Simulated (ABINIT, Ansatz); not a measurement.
## NaAsF6 (Fm-3m): G0W0 with ABINIT, start to end

Aim: the G0W0 gap of NaAsF6 (Fm-3m) on LDA, step by step.

Method: LDA and many-body steps on it, plane waves, in ABINIT 10.8.3.

### Step 1. Starting point

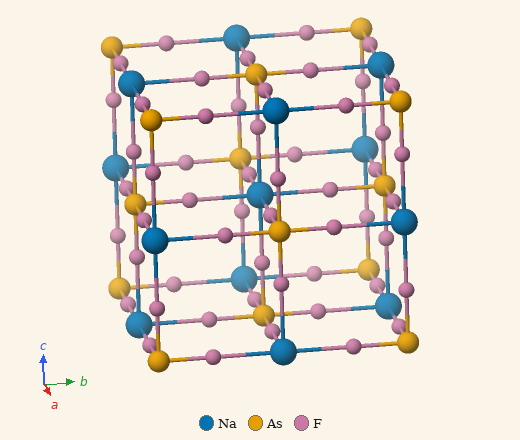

Start, viewed slightly off an axis; sodium blue, arsenic orange, fluorine pink. This picture shows the conventional cell, with its axes. Some periodic images of atoms are drawn too.

The cell and positions are those that the Materials Project relaxed with its own functionals (PBE, PBE+U or r2SCAN), kept fixed.

### Step 2. Ground state

This step: ABINIT 10.8.3; DFT, LDA, plane waves, norm-conserving pseudopotentials.

The ground-state density comes first.

File run.abi:

```
acell 3*1.0 Angstrom
rprim 
  -0.000000000000 3.983049320000 3.983049320000
  3.983049320000 -0.000000000000 3.983049320000
  3.983049320000 3.983049320000 0.000000000000
ntypat 3
znucl 11 33 9
natom 8
typat 1 2 3 3 3 3 3 3
xred 
  0.500000000000 0.500000000000 0.500000000000
  0.000000000000 0.000000000000 0.000000000000
  0.781629880000 0.781629880000 0.218370120000
  0.218370120000 0.781629880000 0.218370120000
  0.781629880000 0.218370120000 0.218370120000
  0.218370120000 0.218370120000 0.781629880000
  0.781629880000 0.218370120000 0.781629880000
  0.218370120000 0.781629880000 0.781629880000
pp_dirpath "pseudos"
pseudos "Na.upf, As.upf, F.upf"
ecut 44
ngkpt 4 4 4
nshiftk 1
shiftk 0 0 0
kptopt 1
chksymbreak 0
nband 45
occopt 1
tolvrs 1e-10
nstep 60
prtwf 0
optforces 0
optstress 0
indata_prefix "in"
outdata_prefix "out"
tmpdata_prefix "tmp"
```

Run with:

```bash
OMP_NUM_THREADS=1 mpirun -n 4 abinit run.abi > log
```

Numbers of over 12 decimals in the logs are rounded to 6 here.

Output:

```text
.Version 10.8.3 of ABINIT. v10.8.2 released Aug 2026.

 Symmetries : space group Fm -3 m (#225); Bravais cF (face-center cubic)
================================================================================
 Values of the parameters that define the memory need of the present run
     intxc =       0    ionmov =       0      iscf =       7    lmnmax =       6
     lnmax =       6     mgfft =      64  mpssoang =       3    mqgrid =    3001
     natom =       8  nloc_mem =       1    nspden =       1   nspinor =       1
    nsppol =       1      nsym =      48    n1xccc =    2501    ntypat =       3
    occopt =       1   xclevel =       1
-    mband =          45        mffmem =           1         mkmem =           2
       mpw =       11895          nfft =      262144          nkpt =           8
================================================================================
  Rough estimation (10% accuracy) of disk space for files :
================================================================================

--------------------------------------------------------------------------------
------------- Echo of variables that govern the present computation ------------
--------------------------------------------------------------------------------
 -outvars: echo values of preprocessed input variables --------
            acell      1.8897261259E+00  1.8897261259E+00  1.8897261259E+00 Bohr

      chksymbreak           0
             ecut      4.40000000E+01 Hartree
-          fftalg         312

              ixc       -1012
              kpt      0.00000000E+00  0.00000000E+00  0.00000000E+00
                       2.50000000E-01  0.00000000E+00  0.00000000E+00
                       5.00000000E-01  0.00000000E+00  0.00000000E+00
                       2.50000000E-01  2.50000000E-01  0.00000000E+00
                       5.00000000E-01  2.50000000E-01  0.00000000E+00
                      -2.50000000E-01  2.50000000E-01  0.00000000E+00
                       5.00000000E-01  5.00000000E-01  0.00000000E+00
                      -2.50000000E-01  5.00000000E-01  2.50000000E-01
         kptrlatt        4    0    0      0    4    0      0    0    4
          kptrlen      4.25784199E+01
P           mkmem           2
            natom           8
            nband          45
            ngfft          64      64      64
             nkpt           8
            nstep          60
             nsym          48
           ntypat           3
              occ      2.000000  2.000000  2.000000  2.000000  2.000000  2.000000
                       2.000000  2.000000  2.000000  2.000000  2.000000  2.000000
                       2.000000  2.000000  2.000000  2.000000  2.000000  2.000000
                       2.000000  2.000000  2.000000  2.000000  2.000000  2.000000
                       2.000000  2.000000  2.000000  2.000000  2.000000  2.000000
                       2.000000  2.000000  2.000000  2.000000  2.000000  2.000000
                       2.000000  0.000000  0.000000  0.000000  0.000000  0.000000
                       0.000000  0.000000  0.000000
        optforces           0
        optstress           0
            prtwf           0
            rprim     -0.0000000000E+00  3.9830493200E+00  3.9830493200E+00
                       3.9830493200E+00 -0.0000000000E+00  3.9830493200E+00
                       3.9830493200E+00  3.9830493200E+00  0.0000000000E+00
          spgroup         225

           tolvrs      1.00000000E-10

             xred      5.0000000000E-01  5.0000000000E-01  5.0000000000E-01
[...]
znucl       11.00000   33.00000    9.00000

================================================================================

 chkinp: Checking input parameters for consistency.

================================================================================
== DATASET  1 ==================================================================
-   mpi_nproc: 4, omp_nthreads: 1 (-1 if OMP is not activated)

--- !DatasetInfo
iteration_state: {dtset: 1, }
dimensions: {natom: 8, nkpt: 8, mband: 45, nsppol: 1, nspinor: 1, nspden: 1, mpw: 11895, }
cutoff_energies: {ecut:  44.0, pawecutdg:  -1.0, }
electrons: {nelect:   7.40000000E+01, charge:   0.00000000E+00, occopt:   1.00000000E+00, tsmear:   1.00000000E-02, }

 Real(R)+Recip(G) space primitive vectors, cartesian coordinates (Bohr,Bohr^-1):
 R(1)=  0.0000000  7.5268724  7.5268724  G(1)= -0.0664287  0.0664287  0.0664287
 R(2)=  7.5268724  0.0000000  7.5268724  G(2)=  0.0664287 -0.0664287  0.0664287
 R(3)=  7.5268724  7.5268724  0.0000000  G(3)=  0.0664287  0.0664287 -0.0664287
 Unit cell volume ucvol=  8.5285196E+02 bohr^3
 Angles (23,13,12)=  6.00000000E+01  6.00000000E+01  6.00000000E+01 degrees

 getcut: wavevector=  0.0000  0.0000  0.0000  ngfft=  64  64  64
         ecut(hartree)=     44.000   => boxcut(ratio)=   2.01353

--- Pseudopotential description ------------------------------------------------
- Na Generated using ONCVPSP code by D. R. Hamann
- 11.00000   9.00000  180309                  znucl, zion, pspdat
12 -1012 1 -1 1968                            pspcod,pspxc,lmax,lloc,mmax
     nproj     2     2     0
  pspatm : epsatm=    9.37365322
         --- l  ekb(1:nproj) -->
[...]
pspatm: atomic psp has been read  and splines computed

[...]
12 -1012 2 -1 824                             pspcod,pspxc,lmax,lloc,mmax
     nproj     2     2     1
  pspatm : epsatm=    4.94580260
         --- l  ekb(1:nproj) -->
[...]
2   -2.364936
 pspatm: atomic psp has been read  and splines computed

   4.71776041E+03                                ecore*ucvol(ha*bohr**3)
--------------------------------------------------------------------------------

_setup2: Arith. and geom. avg. npw (full set) are   11878.703   11878.681

================================================================================

--- !BeginCycle
iteration_state: {dtset: 1, }
solver: {iscf: 7, nstep: 60, nline: 4, wfoptalg: 0, }
tolerances: {tolvrs: 1.00E-10, }

     iter   Etot(hartree)      deltaE(h)  residm     vres2
 ETOT  1  -498.88207265930    -4.989E+02 1.040E+00 2.535E+03
 ETOT  2  -501.39772360791    -2.516E+00 2.185E-02 1.042E+03
 ETOT  3  -501.56375749858    -1.660E-01 4.649E-03 3.193E+01
 ETOT  4  -501.57033904117    -6.582E-03 1.601E-03 4.971E+00
 ETOT  5  -501.57058508191    -2.460E-04 6.755E-04 4.162E-01
 ETOT  6  -501.57061465618    -2.957E-05 2.951E-04 6.377E-02
 ETOT  7  -501.57061977923    -5.123E-06 1.093E-04 5.163E-03
 ETOT  8  -501.57061998033    -2.011E-07 5.484E-05 4.270E-04
 ETOT  9  -501.57062001235    -3.203E-08 3.068E-05 1.935E-05
 ETOT 10  -501.57062001394    -1.584E-09 2.399E-05 2.560E-06
 ETOT 11  -501.57062001415    -2.083E-10 1.875E-05 1.367E-07
 ETOT 12  -501.57062001419    -4.707E-11 1.724E-05 1.004E-08
 ETOT 13  -501.57062001410     9.732E-11 1.440E-05 2.055E-09
 ETOT 14  -501.57062001421    -1.153E-10 1.362E-05 3.668E-11

 At SCF step   14       vres2   =  3.67E-11 < tolvrs=  1.00E-10 =>converged.

--- !ResultsGS
iteration_state: {dtset: 1, }
comment   : Summary of ground state results
lattice_vectors:
- [ -0.0000000,   7.5268724,   7.5268724, ]
- [  7.5268724,  -0.0000000,   7.5268724, ]
- [  7.5268724,   7.5268724,   0.0000000, ]
lattice_lengths: [  10.64460,   10.64460,   10.64460, ]
lattice_angles: [ 60.000,  60.000,  60.000, ] # degrees, (23, 13, 12)
lattice_volume:   8.5285196E+02
convergence: {deltae: -1.153E-10, res2:  3.668E-11, residm:  1.362E-05, diffor:  0.000E+00, }
etotal    :  -5.01570620E+02
entropy   :   0.00000000E+00
fermie    :  -1.35215614E-01
cartesian_stress_tensor: null
pressure_GPa: null
xred      :
- [  5.0000E-01,   5.0000E-01,   5.0000E-01, Na]
- [  0.0000E+00,   0.0000E+00,   0.0000E+00, As]
- [  7.8163E-01,   7.8163E-01,   2.1837E-01,  F]
- [  2.1837E-01,   7.8163E-01,   2.1837E-01,  F]
- [  7.8163E-01,   2.1837E-01,   2.1837E-01,  F]
- [  2.1837E-01,   2.1837E-01,   7.8163E-01,  F]
- [  7.8163E-01,   2.1837E-01,   7.8163E-01,  F]
- [  2.1837E-01,   7.8163E-01,   7.8163E-01,  F]
cartesian_forces: null
force_length_stats: {min: null, max: null, mean: null, }

 Integrated electronic density in atomic spheres:
 ------------------------------------------------
 Atom  Sphere_radius  Integrated_density
[...]
================================================================================

 ----iterations are completed or convergence reached----

 Mean square residual over all n,k,spin=   39.260E-09; max=  13.620E-06
 reduced coordinates (array xred) for    8 atoms
[...]
0.218370120000      0.781629880000      0.218370120000
       0.781629880000      0.218370120000      0.218370120000
       0.218370120000      0.218370120000      0.781629880000
       0.781629880000      0.218370120000      0.781629880000
       0.218370120000      0.781629880000      0.781629880000
 rms dE/dt=  0.0000E+00; max dE/dt=  0.0000E+00; dE/dt below (all hartree)
    1       0.000000000000      0.000000000000      0.000000000000
    2       0.000000000000      0.000000000000      0.000000000000
    3       0.000000000000      0.000000000000      0.000000000000
    4       0.000000000000      0.000000000000      0.000000000000
    5       0.000000000000      0.000000000000      0.000000000000
    6       0.000000000000      0.000000000000      0.000000000000
    7       0.000000000000      0.000000000000      0.000000000000
    8       0.000000000000      0.000000000000      0.000000000000

 cartesian coordinates (angstrom) at end:
    1      3.983049     3.983049     3.983049
    2      0.000000     0.000000     0.000000
    3      3.983049     3.983049     6.226541
    4      3.983049     1.739558     3.983049
    5      1.739558     3.983049     3.983049
    6      3.983049     3.983049     1.739558
    7      3.983049     6.226541     3.983049
    8      6.226541     3.983049     3.983049
 length scales=  1.889726125908  1.889726125908  1.889726125908 bohr
              =  1.000000000000  1.000000000000  1.000000000000 angstroms
 prteigrs : about to open file out_EIG
 Fermi (or HOMO) energy (hartree) =  -0.13522   Average Vxc (hartree)=  -0.31537
 Eigenvalues (hartree) for nkpt=   8  k points:
 kpt#   1, nband= 45, wtk=  0.01563, kpt=  0.0000  0.0000  0.0000 (reduced coord)
  -6.89287   -4.82865   -4.82865   -4.82865   -1.82304   -1.43321   -1.43321   -1.42739
  -1.42739   -1.42739   -0.94739   -0.88658   -0.88658   -0.88658   -0.85236   -0.85236
  -0.81140   -0.81140   -0.81140   -0.45281   -0.30943   -0.30943   -0.30943   -0.22475
  -0.22475   -0.22475   -0.20834   -0.20834   -0.16829   -0.16829   -0.16829   -0.16420
  -0.16420   -0.16420   -0.13522   -0.13522   -0.13522    0.05916    0.20571    0.28950
   0.28950    0.28950    0.31857    0.40646    0.40646
 prteigrs : prtvol=0 or 1, do not print more k-points.

--- !EnergyTerms
iteration_state     : {dtset: 1, }
comment             : Components of total free energy in Hartree
kinetic             :  2.61224182720582E+02
hartree             :  2.62193881981845E+02
xc                  : -7.01193622466887E+01
Ewald energy        : -1.68744071930517E+02
psp_core            :  5.53174601230184E+00
local_psp           : -6.83938826550773E+02
non_local_psp       : -1.07718170000962E+02
total_energy        : -5.01570620014211E+02
total_energy_eV     : -1.36484318708429E+04
band_energy         : -8.39977317801082E+01

== END DATASET(S) ==============================================================
================================================================================

 -outvars: echo values of variables after computation  --------
           etotal     -5.0157062001E+02
            nband          45
             nkpt           8
          spgroup         225
 [... the other variables as echoed above ...]

 Calculation completed.
```

Run time: 64 s. Hardware: 4 MPI ranks of Arm Neoverse V1, shared host; peak memory 0.55 GiB.

This step gave:

| Quantity | Value |
| --- | --- |
| total energy | -13648.4319 eV |
| gap | 5.289 eV |
| k of the valence top | 0, 0, 0 |
| k of the conduction bottom | 0, 0, 0 |
| least direct gap | 5.289 eV |

The gap is direct, at Γ.

(Continued in part 2 of 3.)

[Paths, hosts, dates, memory and timing lines, banners, echoed tables and standing remarks are left out of the program output.]

[Logs are printed without paths, hosts, clocks, repeated set-up lines and the standing remarks that a program may print on its own settings, such as how far it seeks lower states.]

[Runs of the session that timed out or met a known fault of the program may be left out.]

[Hosts, paths, dates, database ids (printed as entryN), source tags and the programs' standing remarks are cut or masked in the printed files.]

[G0W0 gaps are taken among the corrected bands and points alone; a level outside them can change the order at an edge.]

[Where Ansatz stands beside ABINIT at settings called matched, ABINIT's density can come from a denser mesh and the files from another edition; pairs whose starting gaps differed by over 0.03 eV were left out, so agreement reads better than it is.]
